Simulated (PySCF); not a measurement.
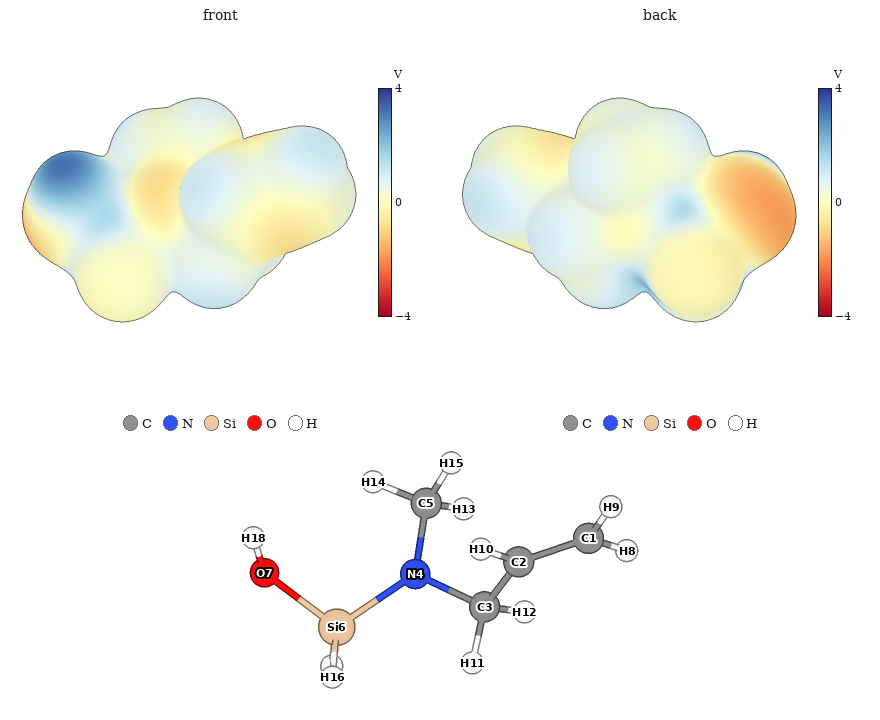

*C4H11NOSi (SMILES C=CCN(C)[SiH2]O). The electrostatic potential painted on the density surface at 0.004 e/bohr³, seen from the front and from behind; red is negative and blue positive. The bare structure is drawn below in the same view.*

Geometry: GFN2-xTB.

All numbers below come from PySCF 2.14.0, PBE0/pcSseg-1, SCF density, gas phase, non-relativistic.

The calculation's input:

```
{"job": {"kind": "nmr", "xc": "PBE0", "basis": "pcSseg-1"}, "charge": 0, "multiplicity": 1}
C      2.739107     0.705339     0.903239
C      1.758503    -0.130683     0.620005
C      0.877772    -0.036785    -0.591159
N     -0.521328    -0.089809    -0.231116
C     -0.946945     1.078051     0.502835
Si    -1.643372    -1.071844    -1.090096
O     -3.012354    -1.206394    -0.225712
H      2.978517     1.534119     0.256362
H      3.352337     0.594433     1.781741
H      1.524660    -0.956554     1.278969
H      1.089624    -0.884585    -1.247950
H      1.104090     0.886306    -1.145299
H     -0.774986     1.996549    -0.071667
H     -2.008766     1.004336     0.722771
H     -0.392142     1.158577     1.442348
H     -0.959669    -2.354756    -1.260377
H     -2.187420    -0.532013    -2.335073
H     -2.986387    -1.507964     0.678524
```

Command:

```sh
OMP_NUM_THREADS=1 python probes_run.py task.json out
```

**Which sites attract a positive test charge, and which a negative one?**

A positive charge is drawn to the negative regions and a negative charge to the positive ones. The most negative region (about −1.8 V, or −42 kcal/mol for a unit charge) lies over O7, the most positive (about +3.0 V, or +69 kcal/mol for a unit charge) over H18. O7 is the likeliest acceptor of a hydrogen bond.
